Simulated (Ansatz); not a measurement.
**Ligand exchange: Sn(CH3)4 + ICl → Sn(CH3)3I + CH3Cl**

Species: Sn(CH3)4 (tetramethyltin), singlet; ICl (iodine monochloride), singlet; Sn(CH3)3I, singlet; CH3Cl (chloromethane) `CCl`, singlet. The partners trade CH3 for I: Sn–CH3 and Cl–I bonds give way to Sn–I and Cl–CH3.

Shapes, held fixed at every level: PBE0-D4/def2-TZVP. Programs: Ansatz 0.2.0. Electronic energies: no zero-point or thermal term.

| level | kind | ΔE (kJ/mol) | less CCSD(T)/def2-TZVPP |
| --- | --- | --- | --- |
| HF/def2-TZVPP | Hartree–Fock | -183.1 | -25.9 |
| SPW92/def2-TZVPP | LDA | -152.7 | +4.5 |
| r2SCAN0-D4/def2-TZVPP | global hybrid | -169.2 | -12.0 |
| B2PLYP/def2-TZVPP | double hybrid | -158.9 | -1.7 |
| MP2/def2-TZVPP | perturbation theory | -170.2 | -13.0 |
| CCSD/def2-SVP | coupled cluster or CI | -175.2 | -18.0 |
| CCSD/def2-TZVPP | coupled cluster or CI | -159.2 | -2.0 |
| CCSD(T)/def2-TZVPP | coupled cluster or CI | -157.2 | 0.0 |

The highest level, CCSD(T)/def2-TZVPP, gives ΔE = -157.2 kJ/mol; the levels span -183.1 to -152.7. The column of differences is taken from that level and isn't an error. No measured value is set beside it here. For atoms past krypton def2 sets carry core potentials with scalar relativity. Outer-core shells of I, Sn are correlated in most correlated rows, in sets that cover them unevenly.

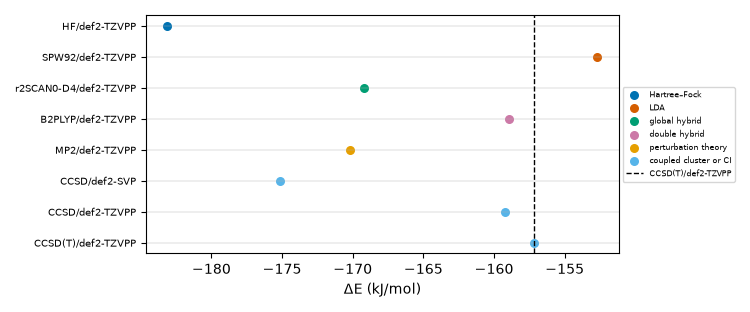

The values of the table, level by level.
